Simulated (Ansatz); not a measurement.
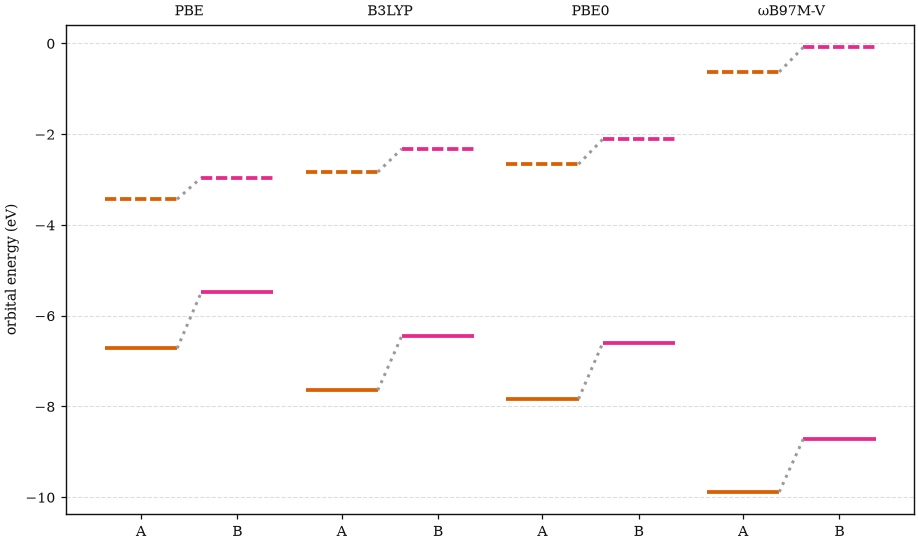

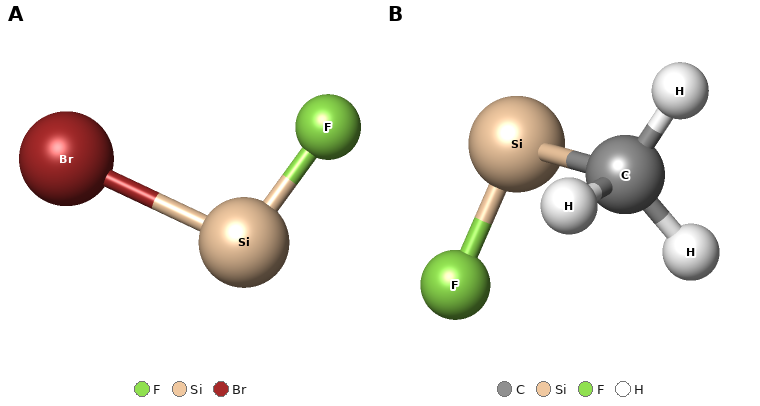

One change: A, SiBrF (SMILES F[Si]Br), becomes B, CH₃FSi (SMILES C[Si]F). Br on Si is replaced by CH₃. HOMO (solid) and LUMO (dashed) computed in def2-TZVPP at PBE0-D4/def2-TZVP geometries, both minima by their frequencies, gas phase, the Ansatz code.

Question: What does the change do to HOMO and LUMO?

Answer: PBE: the HOMO rises by 1.23 eV, the LUMO rises by 0.47 eV, and the separation goes from 3.29 to 2.53 eV. B3LYP: the HOMO rises by 1.20 eV, the LUMO rises by 0.51 eV, and the separation goes from 4.81 to 4.12 eV. PBE0: the HOMO rises by 1.23 eV, the LUMO rises by 0.55 eV, and the separation goes from 5.17 to 4.49 eV. ωB97M-V: the HOMO rises by 1.17 eV, the LUMO rises by 0.54 eV, and the separation goes from 9.26 to 8.63 eV.

Question: Do the functionals agree on the effect?

Answer: They agree on the direction for both levels; the HOMO shift lies between 1.17 and 1.23 eV and the LUMO shift between 0.47 and 0.55 eV, while the separations themselves differ by up to 6.1 eV between functionals.
